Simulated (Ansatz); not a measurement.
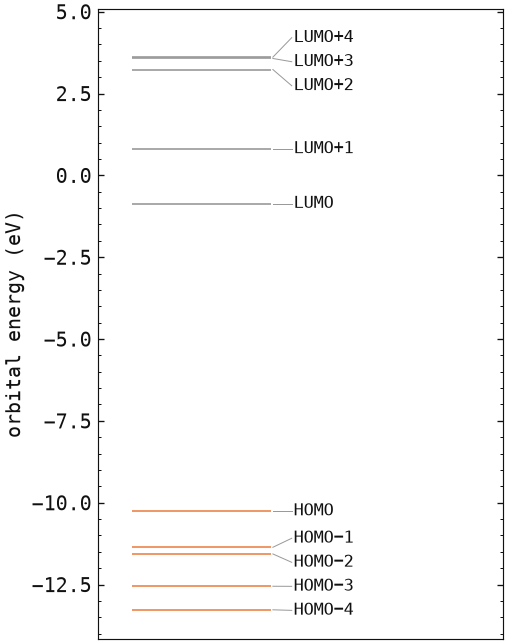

Kohn-Sham orbital energies near the frontier, ωB97X-V/def2-TZVPP with the Ansatz code, at a PBE0-D4/def2-TZVP geometry (a minimum by its frequencies), isolated molecule; empty levels in grey, levels within 0.03 eV side by side.

Question: Which molecule has this level scheme?
A. CH₅BOSi, SMILES B[SiH2]C=O
B. B₂SiH₆, SMILES B[SiH2]B
C. CH₂AlFO, SMILES F[C@H]1[O][AlH]1, singlet

Answer: Option B. HOMO −10.25 eV, LUMO −0.86 eV, separation 9.39 eV.

Caveats: empty levels above zero depend strongly on the basis.
